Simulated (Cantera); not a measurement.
Charge: 1 mol Ti, 0.15 mol CH4, at 1.00 bar.

Equilibrium computed with Cantera from the NASA thermochemical tables; the gas is ideal and each condensed phase is pure. Candidate condensed phases: C, C6H6, C7H8, C8H18, Ti, TiC; 77 gas species. Mutual solubility and eutectic melting of coexisting phases are not modelled. TiC: taken at fixed stoichiometry. Condensed phases not in the tables: N, O or C dissolved in the metal. Rates play no part.

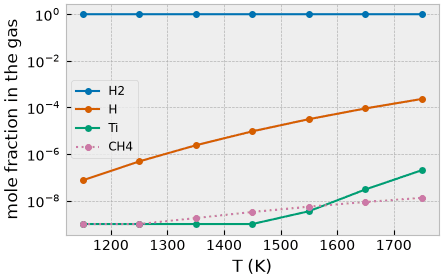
Figure. Equilibrium gas composition (values under 1e-9 drawn at 1e-9)

At 1150 K the condensed part is Ti(α) + TiC(s). From 1250 K to 1750 K the condensed part is Ti(β) + TiC(s).
